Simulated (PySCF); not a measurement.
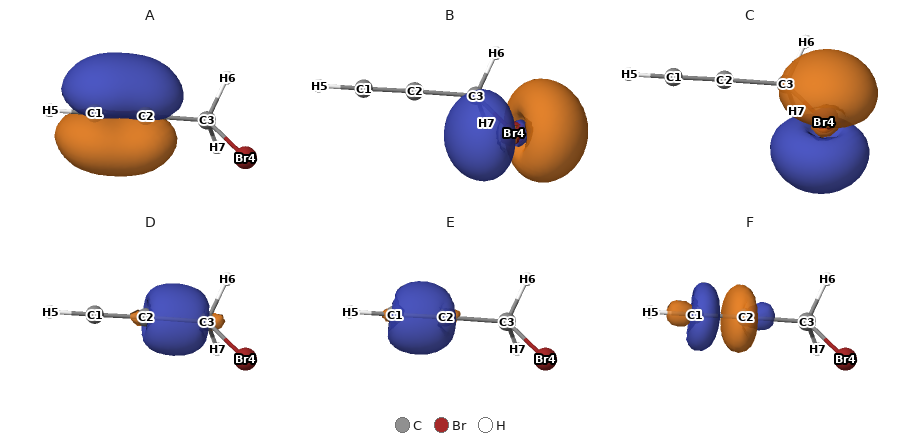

C3H3Br, SMILES `C#CCBr`. Intrinsic bond orbitals (IBO), occupied and valence-virtual; each surface holds about 80 % of the orbital's density. Energies are diagonal elements of the Fock matrix.

PySCF calculation, LDA (SVWN)/6-311G**, gas phase; geometry: GFN2-xTB. No frequency check shows the geometry to be a minimum. GFN2-xTB bond lengths at metals and heavier atoms can be off by up to 0.1 Å and shapes distorted, which carries into these values.

Geometry (Å), atoms numbered from 1:

```
C1      -2.7574   -0.5358    0.0001
C2      -1.7948    0.1759   -0.0005
C3      -0.6024    0.9752    0.0000
Br4      1.0176   -0.1641    0.0000
H5      -3.6201   -1.1321    0.0006
H6      -0.5348    1.5907    0.8980
H7      -0.5343    1.5918   -0.8964
```

Identify each orbital.

By panel:
- A: π bond C1–C2 (C1 51 %, C2 48 %; −7.5 eV)
- B: lone pair on Br4 (p-type) (Br4 99 %; −7.6 eV)
- C: lone pair on Br4 (p-type) (Br4 100 %; −7.3 eV)
- D: σ bond C2–C3 (C2 50 %, C3 49 %; −16.1 eV)
- E: σ bond C2–C1 (C2 50 %, C1 49 %; −17.4 eV)
- F: σ* orbital C1–C2 (C1 50 %, C2 49 %; 23.2 eV)

The PySCF run took 10 s on 1 thread of Arm Neoverse V1, with other jobs on the host, peak memory 0.35 GiB.
